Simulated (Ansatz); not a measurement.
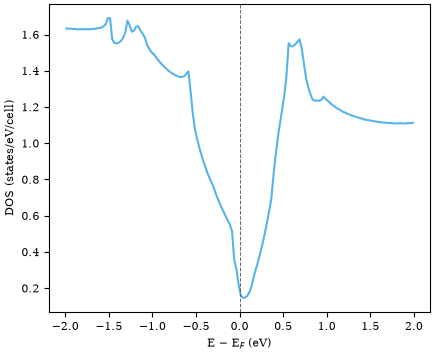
Density of states of Bi (R-3m) near the Fermi level, PBEsol, rigid bands (Ansatz, a program for electronic structure).

Q: How far does the Fermi level move in a rigid band for 0.1 electron a cell added or removed?

A: 324 meV and -211 meV.

A metal at this level (no band gap); rigid bands, thermally averaged at 300 K, both spins. Spin-orbit coupling is left out, which matters with elements this heavy. Geometry: cell and atoms relaxed with PBEsol.
